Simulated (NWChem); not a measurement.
# M05/6-311G run of H2MgOS (SMILES [OH][Mg][SH])

Aim: the vertical electron affinity of H2MgOS at M05/6-311G, from 2 runs. The job is set up through an ASE script.

Program for the calculation: NWChem 7.3.0.

**1. The structure to begin with**

H2MgOS has 5 atoms, charge 0, and is taken as a singlet. SMILES: `[OH][Mg][SH]`. Geometry: relaxed at PBE0-D4/def2-TZVP.

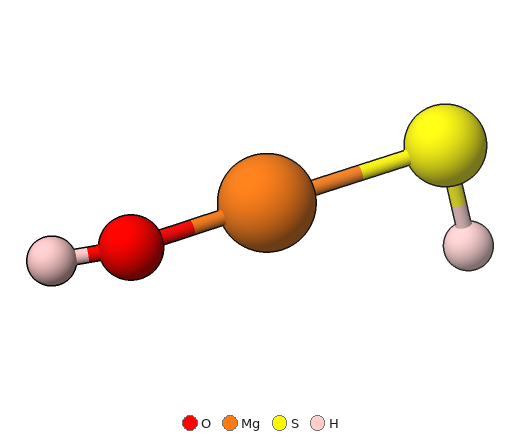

Viewed from a chosen angle; oxygen red, magnesium orange, sulfur yellow, hydrogen pink.

**2. The energy at M05/6-311G**

The input, struct.xyz:

```xyz
5

O     -1.217000    -1.288800     0.406900
Mg    -0.201300     0.031600    -0.150600
S      1.077400     1.793700    -0.840800
H     -1.667400    -2.115500     0.509900
H      2.058200     1.505300     0.033200
```

The input, run.py:

```python
from ase.io import read
from ase.calculators.nwchem import NWChem

system = read('struct.xyz')

calc = NWChem(
    label='struct',
    theory='dft',
    memory='2200 mb',
    basis='6-311G',
    basispar='spherical bse',
    dft={'xc': 'm05', 'mult': '1', 'grid': 'xfine', 'print': 'low'},
    task='energy',
)
system.calc = calc

e = system.get_potential_energy()
print(f"E = {e:.6f} eV")
```

Launch:

```console
$ export ASE_NWCHEM_COMMAND="nwchem PREFIX.nwi > PREFIX.nwo"
$ python run.py
```

Output:

```text
E = -18361.087344 eV
```

The calculator wrote struct.nwi:

```
title "struct"

permanent_dir struct

scratch_dir struct

start struct

geometry units angstrom nocenter noautosym noautoz
  O  -1.2170000000000001e+00 -1.2887999999999999e+00 4.0689999999999998e-01
  Mg -2.0130000000000001e-01 3.1600000000000003e-02 -1.5060000000000001e-01
  S  1.0773999999999999e+00 1.7937000000000001e+00 -8.4079999999999999e-01
  H  -1.6674000000000000e+00 -2.1154999999999999e+00 5.0990000000000002e-01
  H  2.0581999999999998e+00 1.5053000000000001e+00 3.3200000000000000e-02
end

memory 2200 mb

basis spherical bse noprint
   * library 6-311G
end

dft
  xc m05
  mult 1
  grid xfine
  print low
end

task dft energy
```

struct.nwo:

```text
Northwest Computational Chemistry Package (NWChem) 7.3.0
             --------------------------------------------------------

           Job information
           ---------------

    nwchem branch   = 7.3.0
    use scalapack   = T
    input           = struct.nwi
    prefix          = struct.
    data base       = struct/struct.db
    status          = startup
    nproc           =        1

           Memory information
           ------------------

    heap     =     72089594 doubles =      550.0 Mbytes
    stack    =     72089599 doubles =      550.0 Mbytes
    global   =    144179200 doubles =     1100.0 Mbytes (distinct from heap & stack)
    total    =    288358393 doubles =     2200.0 Mbytes
    verify   = yes
    hardfail = no

           Directory information
           ---------------------

  0 permanent = struct
  0 scratch   = struct

[... 32 lines left out ...]
            Nuclear Dipole moment (a.u.)
[... 53 lines left out ...]
   convergence    iter        energy       DeltaE   RMS-Dens  Diis-err    time
 ---------------- ----- ----------------- --------- --------- ---------  ------
 d= 0,ls=0.0,diis     1   -674.6578522253 -7.83D+02  1.87D-02  1.36D+00     1.8
 d= 0,ls=0.0,diis     2   -674.4596502754  1.98D-01  1.25D-02  2.87D+00     3.2
 d= 0,ls=0.0,diis     3   -674.7452455676 -2.86D-01  2.72D-03  1.29D-01     4.5
 d= 0,ls=0.0,diis     4   -674.7568189165 -1.16D-02  1.19D-03  5.07D-03     5.8
 d= 0,ls=0.0,diis     5   -674.7574324103 -6.13D-04  3.40D-04  6.29D-04     7.2
  Resetting Diis
 d= 0,ls=0.0,diis     6   -674.7575185619 -8.62D-05  5.01D-05  7.63D-06     8.5
 d= 0,ls=0.0,diis     7   -674.7575197995 -1.24D-06  1.39D-05  2.96D-07     9.9
 d= 0,ls=0.0,diis     8   -674.7575197865  1.30D-08  5.41D-06  6.52D-07    11.3

         Total DFT energy =     -674.757519786516
      One electron energy =    -1151.621150065967
           Coulomb energy =      420.106465531017
    Exchange-Corr. energy =      -51.679937361279
 Nuclear repulsion energy =      108.437102109714

 Numeric. integr. density =       37.999999964428

     Total iterative time =     11.1s

 Task  times  cpu:       11.3s     wall:       11.3s
 Total times  cpu:       11.3s     wall:       11.3s
```

It took 13 s on 1 thread of Intel Xeon Platinum 8275CL at 3.00GHz (Skylake/Cascade Lake), shared host; peak memory 0.12 GiB.

**3. The doublet anion, same level**

The input, job.xyz:

```xyz
5

O     -1.217000    -1.288800     0.406900
Mg    -0.201300     0.031600    -0.150600
S      1.077400     1.793700    -0.840800
H     -1.667400    -2.115500     0.509900
H      2.058200     1.505300     0.033200
```

The input, run.py:

```python
from ase.io import read
from ase.calculators.nwchem import NWChem

atoms = read('job.xyz')

calc = NWChem(
    label='job',
    theory='dft',
    memory='2200 mb',
    basis='6-311G',
    basispar='spherical bse',
    charge=-1,
    dft={'xc': 'm05', 'mult': '2', 'grid': 'xfine', 'iterations': '150'},
    task='energy',
)
atoms.calc = calc

e = atoms.get_potential_energy()
print(f"E = {e:.6f} eV")
```

Launch:

```console
$ export ASE_NWCHEM_COMMAND="nwchem PREFIX.nwi > PREFIX.nwo"
$ python run.py
```

Output:

```text
E = -18360.702577 eV
```

The calculator wrote job.nwi:

```
title "job"

permanent_dir job

scratch_dir job

start job

geometry units angstrom nocenter noautosym noautoz
  O  -1.2170000000000001e+00 -1.2887999999999999e+00 4.0689999999999998e-01
  Mg -2.0130000000000001e-01 3.1600000000000003e-02 -1.5060000000000001e-01
  S  1.0773999999999999e+00 1.7937000000000001e+00 -8.4079999999999999e-01
  H  -1.6674000000000000e+00 -2.1154999999999999e+00 5.0990000000000002e-01
  H  2.0581999999999998e+00 1.5053000000000001e+00 3.3200000000000000e-02
end

charge -1

memory 2200 mb

basis spherical bse noprint
   * library 6-311G
end

dft
  xc m05
  mult 2
  grid xfine
  iterations 150
end

task dft energy
```

job.nwo:

```text
Northwest Computational Chemistry Package (NWChem) 7.3.0
             --------------------------------------------------------

           Job information
           ---------------

    nwchem branch   = 7.3.0
    use scalapack   = T
    input           = job.nwi
    prefix          = job.
    data base       = job/job.db
    status          = startup
    nproc           =        1

           Memory information
           ------------------

    heap     =     72089594 doubles =      550.0 Mbytes
    stack    =     72089599 doubles =      550.0 Mbytes
    global   =    144179200 doubles =     1100.0 Mbytes (distinct from heap & stack)
    total    =    288358393 doubles =     2200.0 Mbytes
    verify   = yes
    hardfail = no

           Directory information
           ---------------------

  0 permanent = job
  0 scratch   = job

[... 32 lines left out ...]
            Nuclear Dipole moment (a.u.)
[... 72 lines left out ...]
          Convergence on gradient requested:  5.00D-04
[... 25 lines left out ...]
          Convergence aids based upon iterative change in
[... 30 lines left out ...]
 1-e energy   =   -1178.599726
[... 36 lines left out ...]
         Total DFT energy =     -674.743379882166
[... 2 lines left out ...]
    Exchange-Corr. energy =      -51.814064561285
[... 450 lines left out ...]
                     DFT Final Beta Molecular Orbital Analysis
[... 470 lines left out ...]
   alpha     61
    beta     61
 overlap   1.000

     --------------------------
     Expectation value of S2:
     --------------------------
      <S2> =      0.7519 (Exact =     0.7500)

 center of mass
 --------------
 x =   0.26944382 y =   0.94213394 z =  -0.59880895

 moments of inertia (a.u.)
 ------------------
         487.438595301808        -314.758618815546         119.996117602499
        -314.758618815546         307.014959821851         164.525553843327
         119.996117602499         164.525553843327         661.390495805199

     Multipole analysis of the density
     ---------------------------------

     L   x y z        total         alpha         beta         nuclear
     -   - - -        -----         -----         ----         -------
     0   0 0 0     -1.000000    -20.000000    -19.000000     38.000000

     1   1 0 0     -0.600455     -5.673112     -5.278506     10.351163
[... 8 lines of this table left out ...]
     2   0 0 2    -32.921549    -43.967945    -35.980663     47.027059

 Task  times  cpu:       28.4s     wall:       28.4s
 Total times  cpu:       28.4s     wall:       28.4s
```

Wall time 30 s (1 thread of Intel Xeon Platinum 8275CL at 3.00GHz (Skylake/Cascade Lake), shared host); peak memory 0.13 GiB.

**4. Summary of results**

At M05/6-311G:

| quantity | value |
| --- | --- |
| singlet H2MgOS: total energy | -674.75752 Eh |
| doublet anion: total energy | -674.74338 Eh |
| doublet anion: HOMO energy (highest over α and β) | 1.85 eV |
| doublet anion: LUMO energy (lowest over α and β) | 2.87 eV |
| doublet anion: ⟨S²⟩ | 0.752 |
| vertical electron affinity (to the doublet anion) | -0.385 eV |

What this shows: The anion lies 0.38 eV (8.9 kcal/mol) above the neutral: the electron isn't bound at this level, and such a value depends on the basis. Without diffuse functions anions come out too high. The HOMO of this anion lies above zero, so its frontier levels hang on the basis. The HOMO (doublet anion) lies at positive energy, 1.85 eV: either the electron is unbound or self-interaction and a compact basis push the level up; values depend on the basis.
